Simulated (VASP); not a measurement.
# What spin-orbit coupling changes in Cu3Pd

What does spin-orbit coupling change in Cu3Pd, and what does it cost? All runs use LDA. The start is a cell from a database of measured crystal structures.

Main program and level: VASP 6.6.1; LDA; plane waves and PAW (Cu, Pd), in the first sound run; inputs show where later runs differ.

The database entry behind the starting cell is an old determination (1931), so it need not match the best structure at ambient conditions.

## (1) The structure

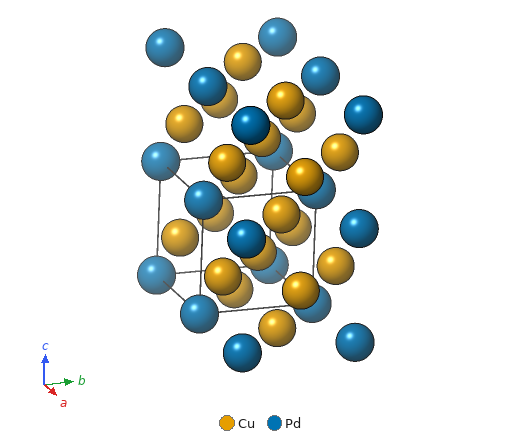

The cell as given, slightly off an axis (copper orange, palladium blue). 2×1×2 cells are drawn. Some periodic images of atoms are drawn too.

Coordinates:

```cif
data_structure
_symmetry_space_group_name_H-M 'Pm-3m'
_symmetry_Int_Tables_number 221
_cell_length_a 3.6900
_cell_length_b 3.6900
_cell_length_c 3.6900
_cell_angle_alpha 90.000
_cell_angle_beta 90.000
_cell_angle_gamma 90.000
_cell_volume 50.24
loop_
_atom_site_label
_atom_site_type_symbol
_atom_site_symmetry_multiplicity
_atom_site_Wyckoff_symbol
_atom_site_fract_x
_atom_site_fract_y
_atom_site_fract_z
_atom_site_occupancy
Cu1 Cu 3 c 0.00000 0.50000 0.50000 1
Pd1 Pd 1 a 0.00000 0.00000 0.00000 1
```

## (2) Reference run

A single point gives energy, forces and stress at these settings. LDA, the lowest rung, knows the local density alone.

The input, INCAR:

```
SYSTEM = Cu3Pd
PREC = Accurate
ENCUT = 400
EDIFF = 1E-06
NELM = 100
ISMEAR = -1
SIGMA = 0.05
LREAL = .FALSE.
ALGO = Normal
GGA = CA
NBANDS = 27
LASPH = .TRUE.
LORBIT = 11
LWAVE = .FALSE.
LCHARG = .FALSE.
KPAR = 4
ISIF = 2
```

The input, POSCAR:

```
Cu3Pd
1.0
    3.6900000000      0.0000000000      0.0000000000
    0.0000000000      3.6900000000      0.0000000000
    0.0000000000      0.0000000000      3.6900000000
Cu Pd
3 1
Direct
    0.0000000000      0.5000000000      0.5000000000
    0.5000000000      0.0000000000      0.5000000000
    0.5000000000      0.5000000000      0.0000000000
    0.0000000000      0.0000000000      0.0000000000
```

The input, KPOINTS:

```
Automatic mesh
0
Gamma
7 7 7
0 0 0
```

PAW data sets: Cu and Pd (LDA family, release 64).

The run is started by

```bash
$ mpirun -np 4 vasp_std
```

The program printed:

```text
[banner, memory and clock lines left out]
running    4 mpi-ranks, on    1 nodes
 distrk:  each k-point on    1 cores,    4 groups
 distr:  one band on    1 cores,    1 groups

 POSCAR found type information on POSCAR CuPd
 POSCAR found :  2 types and       4 ions
 LDA part: xc-table for (Slater(with rela. corr.)+CA(PZ))
 , standard interpolation
 POSCAR, INCAR and KPOINTS ok, starting setup
 FFT: planning ... GRIDC
 FFT: planning ... GRID_SOFT
 FFT: planning ... GRID
 WAVECAR not read
 entering main loop
       N       E                     dE             d eps       ncg     rms          rms(c)
DAV:   1     0.312095438487E+03    0.31210E+03   -0.16209E+04  1120   0.210E+03
DAV:   2     0.304183861808E+01   -0.30905E+03   -0.29814E+03  1086   0.387E+02
DAV:   3    -0.236234827188E+02   -0.26665E+02   -0.25466E+02  1284   0.156E+02
DAV:   4    -0.243990633334E+02   -0.77558E+00   -0.77131E+00  1539   0.296E+01
DAV:   5    -0.244110567594E+02   -0.11993E-01   -0.11991E-01  1637   0.307E+00    0.179E+01
DAV:   6    -0.248584045521E+02   -0.44735E+00   -0.47843E+01  1189   0.190E+02    0.137E+01
DAV:   7    -0.210779003732E+02    0.37805E+01   -0.23230E+01  1346   0.103E+02    0.319E+00
DAV:   8    -0.209431239336E+02    0.13478E+00   -0.10432E+00  1411   0.115E+01    0.165E+00
DAV:   9    -0.209236216217E+02    0.19502E-01   -0.14637E-01  1405   0.423E+00    0.650E-01
DAV:  10    -0.209184123716E+02    0.52093E-02   -0.32552E-02  1485   0.235E+00    0.262E-01
DAV:  11    -0.209179951688E+02    0.41720E-03   -0.14837E-03  1428   0.857E-01    0.149E-01
DAV:  12    -0.209178087815E+02    0.18639E-03   -0.64315E-04  1885   0.590E-01    0.273E-02
DAV:  13    -0.209178093873E+02   -0.60580E-06   -0.10436E-04  1651   0.149E-01    0.215E-02
DAV:  14    -0.209178039254E+02    0.54619E-05   -0.13725E-05  1500   0.100E-01    0.858E-03
DAV:  15    -0.209178032132E+02    0.71217E-06   -0.85858E-06  1270   0.298E-02
   1 F= -.20917803E+02 E0= -.20911439E+02  d E =-.127292E-01
```

Wall time 2.6 s (4 MPI ranks of AMD EPYC 9R45, shared host); peak memory 0.44 GiB; 8.7 s of CPU time.

The logs omit lines about the potential files and the build; timing stands in the text.

From OUTCAR (step 2):

```text
ion  position               nearest neighbor table
   1  0.000  0.500  0.500-   2 2.61   3 2.61   4 2.61   3 2.61   4 2.61   2 2.61   4 2.61   4 2.61
                             2 2.61   3 2.61   3 2.61   2 2.61
   2  0.500  0.000  0.500-   1 2.61   3 2.61   4 2.61   3 2.61   4 2.61   1 2.61   3 2.61   3 2.61
                             1 2.61   4 2.61   4 2.61   1 2.61
   3  0.500  0.500  0.000-   1 2.61   2 2.61   4 2.61   1 2.61   2 2.61   2 2.61   4 2.61   2 2.61
                             1 2.61   4 2.61   1 2.61   4 2.61
   4  0.000  0.000  0.000-   1 2.61   2 2.61   3 2.61   1 2.61   2 2.61   1 2.61   3 2.61   1 2.61
                             2 2.61   3 2.61   2 2.61   3 2.61

  LATTYP: Found a simple cubic cell.
 ALAT       =     3.6900000000

 Subroutine GETGRP returns: Found 48 space group operations
 (whereof 48 operations were pure point group operations)

The static configuration has the point symmetry O_h .

 Found     20 irreducible k-points:

   k-points           NKPTS =     20   k-points in BZ     NKDIM =     20   number of bands    NBANDS=     27

   dimension x,y,z NGX =    24 NGY =   24 NGZ =   24
   dimension x,y,z NGXF=    48 NGYF=   48 NGZF=   48

   ENCUT  =  400.0 eV  29.40 Ry    5.42 a.u.   6.02  6.02  6.02*2*pi/ulx,y,z

   NELECT =      43.0000    total number of electrons

 k-points in reciprocal lattice and weights: Automatic mesh
   0.00000000  0.00000000  0.00000000       0.003
   0.14285714  0.00000000  0.00000000       0.017
   0.28571429  0.00000000  0.00000000       0.017
   0.42857143  0.00000000  0.00000000       0.017
   0.14285714  0.14285714  0.00000000       0.035
   0.28571429  0.14285714  0.00000000       0.070
   0.42857143  0.14285714  0.00000000       0.070
   0.28571429  0.28571429  0.00000000       0.035
   0.42857143  0.28571429  0.00000000       0.070
[...]
0.42857143  0.42857143  0.28571429       0.070
   0.42857143  0.42857143  0.42857143       0.023

 average (electrostatic) potential at core
       1 -63.6916       2 -63.6916       3 -63.6916       4 -72.6621

 E-fermi :   7.8484

 k-point     1 :       0.0000    0.0000    0.0000
  band No.  band energies     occupation
    ...
     17       6.9971      2.00000
     18       6.9971      2.00000
     19       7.4254      1.99958
     20       7.4254      1.99958
     21       7.4254      1.99958
     22       9.9271      0.00000
     23       9.9271      0.00000
     24       9.9271      0.00000
     25      16.1275      0.00000
     26      16.1388      0.00000
    ...

 k-point     2 :       0.1429    0.0000    0.0000
  band No.  band energies     occupation
    ...
     17       6.8629      2.00000
     18       6.9241      2.00000
     19       7.0508      2.00000
     20       7.0508      2.00000
     21       7.4201      1.99962
     22       8.8051      0.00000
     23      10.6460      0.00000
     24      10.6460      0.00000
     25      16.0861      0.00000
     26      16.1700      0.00000
    ...

 k-point     3 :       0.2857    0.0000    0.0000
  band No.  band energies     occupation
    ...
     18       6.5544      2.00000
     19       6.6055      2.00000
     20       6.7722      2.00000
     21       7.1354      2.00000
     22       7.4090      1.99969
     23      12.1358      0.00000
     24      12.1358      0.00000
     25      15.9470      0.00000
     26      16.2967      0.00000
     27      17.9450      0.00000

  Total       -3.2903318     -3.2903318     -3.2903318      0.0000000     -0.0000000      0.0000000
  in kB     -104.9231170   -104.9231170   -104.9231170      0.0000000     -0.0000000      0.0000000
  external PRESSURE =    -104.9231170 kB  Pullay stress =       0.0000000 kB

  energy-cutoff  :      400.00
  volume of cell :       50.24
      direct lattice vectors                 reciprocal lattice vectors
     3.690000000  0.000000000  0.000000000     0.271002710  0.000000000  0.000000000
     0.000000000  3.690000000  0.000000000     0.000000000  0.271002710  0.000000000
     0.000000000  0.000000000  3.690000000     0.000000000  0.000000000  0.271002710

 POSITION                                       TOTAL-FORCE (eV/Angst)
 -----------------------------------------------------------------------------------
      0.00000      1.84500      1.84500         0.000000      0.000000      0.000000
      1.84500      0.00000      1.84500         0.000000      0.000000      0.000000
      1.84500      1.84500      0.00000         0.000000      0.000000      0.000000
      0.00000      0.00000      0.00000         0.000000      0.000000      0.000000
 -----------------------------------------------------------------------------------
    total drift:                                0.000000     -0.000000     -0.000000

  FREE ENERGIE OF THE ION-ELECTRON SYSTEM (eV)
  ---------------------------------------------------
  free  energy   TOTEN  =       -20.9178032132 eV

  energy  without entropy=      -20.9050739739  energy(sigma->0) =      -20.91143859

 total charge
# of ion       s       p       d       tot
------------------------------------------
    1        0.442   0.358   9.190   9.991
    2        0.442   0.358   9.190   9.991
    3        0.442   0.358   9.190   9.991
    4        0.512   0.511   8.566   9.589
--------------------------------------------------
tot          1.839   1.587  36.135  39.561

[... 3 further parts left out ...]
```

This run has no spin polarisation. Its electron count is odd, so without a moment it is a metal by construction. The k-mesh is coarse for a metal. At this level the cell is under a tension of 10.5 GPa, so at these settings it is away from equilibrium.

This step gave:

```
SCF cycles              : 15
electrons               : 43
bands                   : 27
irreducible k-points    : 20
symmetry operations     : 48
free energy (TOTEN)     : -20.92 eV
energy at zero smearing : -20.91 eV
Fermi energy            : 7.848 eV
pressure                : -10.49 GPa
metallic                : yes
```

The pressure is -10.49 GPa and the largest force 0.000 eV/Å, so the cell is not at a minimum at these settings.

## (3) Bands along the symmetry lines (LDA)

The mesh alone shows little of the dispersion and can miss band extrema, so KPOINTS_OPT adds a path through the symmetry points after the self-consistent cycle.

INCAR: that of step 2 with these lines changed.

```diff
@@ -10,3 +10,3 @@
 GGA = CA
-NBANDS = 27
+NBANDS = 35
 LASPH = .TRUE.
@@ -16,2 +16 @@
 KPAR = 4
-ISIF = 2
```

POSCAR is that of step 2.

KPOINTS is that of step 2.

The input, KPOINTS_OPT:

```
Line mode
16
Line-mode
Reciprocal
  0.00000000   0.00000000   0.00000000 GAMMA
  0.00000000   0.50000000   0.00000000 X

  0.00000000   0.50000000   0.00000000 X
  0.50000000   0.50000000   0.00000000 M

  0.50000000   0.50000000   0.00000000 M
  0.00000000   0.00000000   0.00000000 GAMMA

  0.00000000   0.00000000   0.00000000 GAMMA
  0.50000000   0.50000000   0.50000000 R

  0.50000000   0.50000000   0.50000000 R
  0.00000000   0.50000000   0.00000000 X

  0.50000000   0.50000000   0.00000000 M
  0.50000000   0.50000000   0.50000000 R
```

The run is started by

```bash
$ mpirun -np 4 vasp_std
```

The program printed:

```text
[... set-up lines as in an earlier step ...]
 entering main loop
       N       E                     dE             d eps       ncg     rms          rms(c)
DAV:   1     0.315285285680E+03    0.31529E+03   -0.15178E+04  1496   0.162E+03
DAV:   2     0.684994990764E+01   -0.30844E+03   -0.28698E+03  1400   0.326E+02
DAV:   3    -0.234989640428E+02   -0.30349E+02   -0.28273E+02  1570   0.126E+02
DAV:   4    -0.243834487135E+02   -0.88448E+00   -0.88167E+00  1839   0.265E+01
DAV:   5    -0.244110346653E+02   -0.27586E-01   -0.27578E-01  2156   0.337E+00    0.179E+01
DAV:   6    -0.249562150959E+02   -0.54518E+00   -0.28881E+01  1667   0.146E+02    0.140E+01
DAV:   7    -0.211239832508E+02    0.38322E+01   -0.18500E+01  1822   0.800E+01    0.330E+00
DAV:   8    -0.209434350071E+02    0.18055E+00   -0.63212E-01  2034   0.820E+00    0.154E+00
DAV:   9    -0.209232298844E+02    0.20205E-01   -0.91430E-02  1809   0.288E+00    0.656E-01
DAV:  10    -0.209181056152E+02    0.51243E-02   -0.17651E-02  1918   0.159E+00    0.184E-01
DAV:  11    -0.209179073351E+02    0.19828E-03   -0.67400E-04  2198   0.344E-01    0.109E-01
DAV:  12    -0.209178027001E+02    0.10464E-03   -0.19134E-04  2408   0.271E-01    0.925E-03
DAV:  13    -0.209178044536E+02   -0.17536E-05   -0.23815E-05  2352   0.652E-02    0.114E-02
DAV:  14    -0.209178035181E+02    0.93555E-06   -0.32453E-06  1173   0.462E-02
   1 F= -.20917804E+02 E0= -.20911433E+02  d E =-.127402E-01
 Start KPOINTS_OPT (optional k-point list driver)
k-point batch [1-20\96]
       N       E                     dE             ncg
DAV:   1     0.111089051763E+05   -0.56121E+03     1512
DAV:   2     0.501656395805E+04   -0.60923E+04     1400
DAV:   3     0.434693155956E+04   -0.66963E+03     1550
DAV:   4     0.432751276609E+04   -0.19419E+02     1784
DAV:   5     0.432675131720E+04   -0.76145E+00     2158
DAV:   6     0.432674260151E+04   -0.87157E-02     1802
DAV:   7     0.432674224957E+04   -0.35194E-03     2209
DAV:   8     0.432674224451E+04   -0.50599E-05     1509
DAV:   9     0.432674224424E+04   -0.27556E-06     1106
[...]
k-point batch [81-96\96]
       N       E                     dE             ncg
DAV:   1     0.124305984479E+05   -0.14888E+05     1192
DAV:   2     0.767906400418E+04   -0.47515E+04     1120
DAV:   3     0.718719293781E+04   -0.49187E+03     1288
DAV:   4     0.717341866921E+04   -0.13774E+02     1432
DAV:   5     0.717292856744E+04   -0.49010E+00     1784
DAV:   6     0.717292431840E+04   -0.42490E-02     1517
DAV:   7     0.717292417393E+04   -0.14447E-03     1837
DAV:   8     0.717292417212E+04   -0.18117E-05     1096
DAV:   9     0.717292417188E+04   -0.24206E-06      938
```

Wall time 8.2 s (4 MPI ranks); peak memory 0.51 GiB; 31 s of CPU time.

Parts of OUTCAR (step 3):

```text
The static configuration has the point symmetry O_h .

 Found     20 irreducible k-points:

   k-points           NKPTS =     20   k-points in BZ     NKDIM =     20   number of bands    NBANDS=     35

   NELECT =      43.0000    total number of electrons

 E-fermi :   7.8489

 k-point     1 :       0.0000    0.0000    0.0000
  band No.  band energies     occupation
    ...
     17       6.9981      2.00000
     18       6.9981      2.00000
     19       7.4264      1.99957
     20       7.4264      1.99957
     21       7.4264      1.99957
     22       9.9271      0.00000
     23       9.9271      0.00000
     24       9.9271      0.00000
     25      16.1279      0.00000
     26      16.1392      0.00000
    ...

 k-point     2 :       0.1429    0.0000    0.0000
  band No.  band energies     occupation
    ...
     17       6.8638      2.00000
     18       6.9250      2.00000
     19       7.0517      2.00000
     20       7.0517      2.00000
     21       7.4212      1.99961
     22       8.8053      0.00000
     23      10.6462      0.00000
     24      10.6462      0.00000
     25      16.0864      0.00000
     26      16.1703      0.00000
    ...

  Total       -3.3654017     -3.3654017     -3.3654017      0.0000000      0.0000000      0.0000000
  in kB     -107.3169689   -107.3169689   -107.3169689      0.0000000      0.0000000      0.0000000
  external PRESSURE =    -107.3169689 kB  Pullay stress =       0.0000000 kB

  FREE ENERGIE OF THE ION-ELECTRON SYSTEM (eV)
  ---------------------------------------------------
  free  energy   TOTEN  =       -20.9178035181 eV

  energy  without entropy=      -20.9050633208  energy(sigma->0) =      -20.91143342

 total charge
# of ion       s       p       d       tot
------------------------------------------
    1        0.442   0.358   9.190   9.991
    2        0.442   0.358   9.190   9.991
    3        0.442   0.358   9.190   9.991
    4        0.512   0.512   8.566   9.589
--------------------------------------------------
tot          1.839   1.587  36.135  39.561

[... 8 parts as in an earlier step ...]

[... 5 further parts left out ...]
```

Spin-orbit coupling is off here; it would split degenerate levels. At this level the cell is under a tension of 10.7 GPa, so at these settings it is away from equilibrium.

This step gave:

```yaml
scf_cycles: 14
bands: 35
fermi_energy: 7.849 eV
pressure: -10.73 GPa
```

Electronic bands along the path, in eV, zero at the Fermi level; # counts the bands kept:

| point | #19 | #20 | #21 | #22 | #23 | #24 | #25 | #26 |
| --- | --- | --- | --- | --- | --- | --- | --- | --- |
| Γ | -0.42 | -0.42 | -0.42 | 2.08 | 2.08 | 2.08 | 8.28 | 8.29 |
| X | -1.49 | -1.24 | -1.21 | -0.45 | 6.96 | 6.96 | 7.16 | 7.16 |
| M | -1.61 | -1.61 | 0.00 | 0.00 | 1.10 | 1.24 | 9.30 | 10.60 |
| Γ | -0.42 | -0.42 | -0.42 | 2.08 | 2.08 | 2.08 | 8.28 | 8.29 |
| R | -0.77 | -0.76 | -0.76 | -0.12 | -0.12 | -0.12 | 4.87 | 4.87 |
| X | -1.49 | -1.24 | -1.21 | -0.45 | 6.96 | 6.96 | 7.16 | 7.16 |
| jump to M | -1.61 | -1.61 | 0.00 | 0.00 | 1.10 | 1.24 | 9.30 | 10.60 |
| R | -0.77 | -0.76 | -0.76 | -0.12 | -0.12 | -0.12 | 4.87 | 4.87 |

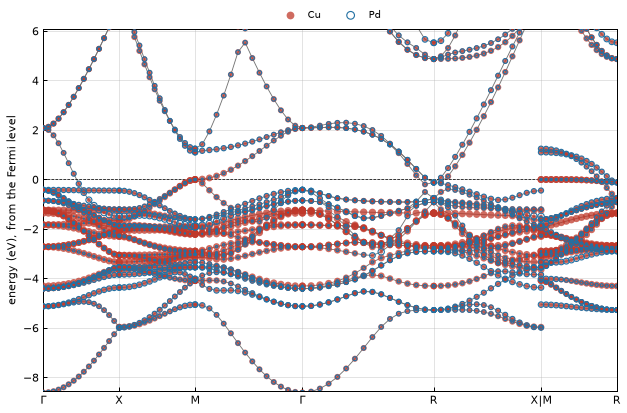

Electronic bands along the path; dots are coloured as in the legend, and their area grows with the weight.

There is no gap at this level.

(Part 1 of 4 ends here.)

[Lines on the potential files, build, host, timing and source positions are cut from VASP's logs without a mark.]

[Logs are printed without paths, hosts, clocks, repeated set-up lines and the standing remarks that a program may print on its own settings, such as how far it seeks lower states.]

[Hosts, paths, dates, database ids (printed as entryN), source tags and the programs' standing remarks are cut or masked in the printed files.]

[A measured line is paired with the nearest computed mode of its activity, which favours agreement.]
